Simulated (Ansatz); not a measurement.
SiPH5O2: single-point calculation

- system: SiPH5O2, SMILES O[SiH2]OP
- method: RKS r2SCAN0-D4/def2-TZVPP (Ansatz 0.2.0)

The geometry comes from this level: PBE0-D4/def2-TZVP.

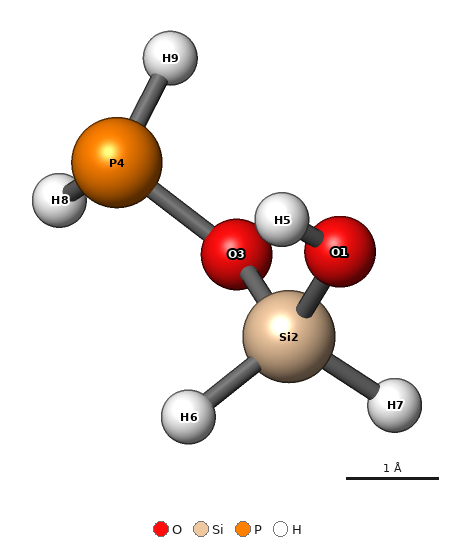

The structure as given in the input (ball-and-stick view, seen at a tilt; atoms are numbered from 1 in the order of the input).

Key numbers:

- outcome: converged
- total energy: −21342.6377 eV
- mean-field energy: −21342.5849 eV
- dispersion energy: −0.0528 eV
- SCF solution under orbital rotations: stable
- HOMO: −7.47 eV
- LUMO: −0.16 eV
- hardware: 4 CPU threads, shared host
- wall time: 6 s (CPU time 21 s)
- peak memory: 0.49 GiB

Input:
```yaml
crystal:
  periodic: [false, false, false]
  atoms:
    - {symbol: O, position_ang: [-0.307899, 1.144280, -1.642907]}
    - {symbol: Si, position_ang: [0.817663, 0.561951, -0.606418]}
    - {symbol: O, position_ang: [0.302435, -0.778051, 0.201775]}
    - {symbol: P, position_ang: [-0.942202, -0.834855, 1.277569]}
    - {symbol: H, position_ang: [-0.998706, 1.706859, -1.290590]}
    - {symbol: H, position_ang: [1.170561, 1.605264, 0.391284]}
    - {symbol: H, position_ang: [1.964493, 0.123467, -1.421101]}
    - {symbol: H, position_ang: [-0.305873, -1.590906, 2.302551]}
    - {symbol: H, position_ang: [-1.611970, -1.984309, 0.770637]}
basis:
  gaussian: {orbitals: def2-TZVPP}
hamiltonian: {xc: {name: r2SCAN0}, dispersion: d4}
output: {orbitals: {seedname: orbitals}}
```

Log:
```
Functional definition: r2SCAN0
  name "r2SCAN0"
  cite "Bursch, Neugebauer, Ehlert & Grimme, J. Chem. Phys. 156, 134105 (2022) doi:10.1063/5.0086040"
  cite "Furness, Kaplan, Ning, Perdew & Sun, J. Phys. Chem. Lett. 11, 8208 (2020) doi:10.1021/acs.jpclett.0c02405"
  cite "Furness, Kaplan, Ning, Perdew & Sun, J. Phys. Chem. Lett. 11, 9248 (2020) doi:10.1021/acs.jpclett.0c03077"
  parent r2scan
  parameter a = 0.25
  parameter k0 = 0.174
  parameter k1 = 0.065
  parameter a1 = 4.9479
  exchange = (1 - a)*r2scan_x(k0 = k0, k1 = k1, a1 = a1) + a*exact_x
  correlation = r2scan_c
1188 factors; their error is unknown
mean field evaluation 1: about -21336.1129 eV, gradient 6.5e1 eV
mean field evaluation 2: about -21326.2725 eV, gradient 9.7e1 eV
mean field evaluation 4: about -21342.5225 eV, gradient 4.7e0 eV
mean field evaluation 8: about -21342.5582 eV, gradient 3.0e-2 eV
mean field evaluation 16: about -21342.5849 eV, gradient 2.5e-5 eV
mean field -21342.58492604 eV, -784.3255295084 hartree, gradient 2.5e-5 eV, S^2 0.000000; 0 other end points of the search recorded, 0 dependent functions left out
reference -21342.58493587 eV, -784.3255298695 hartree; 25, 25 occupied and 191, 191 virtual orbitals, 1188 factors
Total energy: -21342.63774209 eV, -784.3274704624 hartree
```

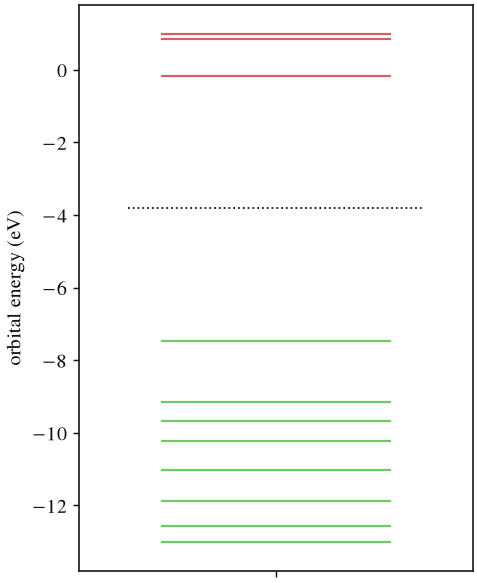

Orbital energies near the frontier; the dotted line parts filled from empty levels, and levels within 0.02 eV of each other stand side by side. Highest filled −7.47 eV, lowest empty −0.16 eV, 7.31 eV apart.
